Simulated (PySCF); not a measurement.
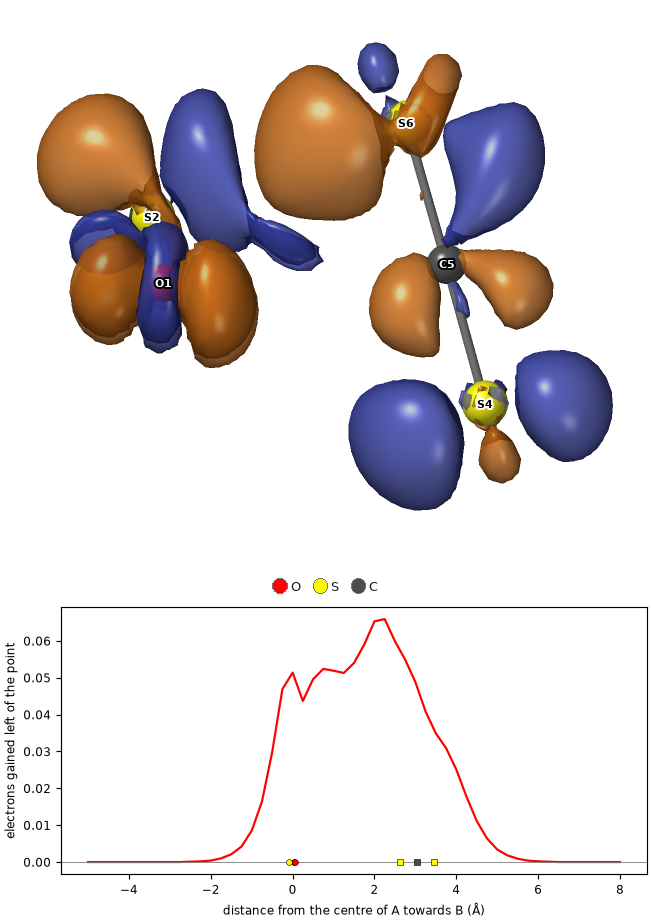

CO2S3, SMILES `O=S=O.S=C=S`. Density of the complex less the densities of the two fragments at the same geometry, ±0.005 e/Å³ (orange: gain, blue: loss). Fragment A: SO2 (atoms 1–3); fragment B: CS2. Below: the charge-displacement curve along the line of centres (A on the left).

Level of theory: HF/def2-TZVP (PySCF), at a geometry from GFN2-xTB. GFN2-xTB bond lengths at metals and heavier atoms can be off by up to 0.1 Å and shapes distorted, which carries into these values.

Cartesian coordinates (Å):

```
O1      -1.4708    0.6966   -1.2245
S2      -1.7852    0.0310    0.0095
O3      -1.4365    0.7422    1.2084
S4       2.1614    1.0121   -0.0091
C5       1.3725   -0.3127   -0.0009
S6       0.5627   -1.6452    0.0080
```

**Which way does charge flow?**

Hirshfeld charges show 0.051 e passing from B to A. By Hirshfeld charges, electrons gather most on O3 (−0.023 e) and leave S4 most (+0.061 e); 0.17 e is displaced in all, which induces a dipole of 1.32 D.

**What is the interaction energy, and which contacts carry it?**

The counterpoise-corrected interaction energy of the frozen fragments is +7.4 kcal/mol without dispersion correction and −1.0 kcal/mol with D3(BJ). The pair geometry is semi-empirical, not a minimum at this level. Contacts: S2···S6, 2.88 Å, ρ = 0.026 a.u. The pose is a local one from a semi-empirical search, not shown to be the most stable.

Cost of the run: 8.5 s on 1 thread of Intel(R) Xeon(R) Platinum 8488C (Sapphire Rapids) (shared host), peak memory 0.5 GiB.
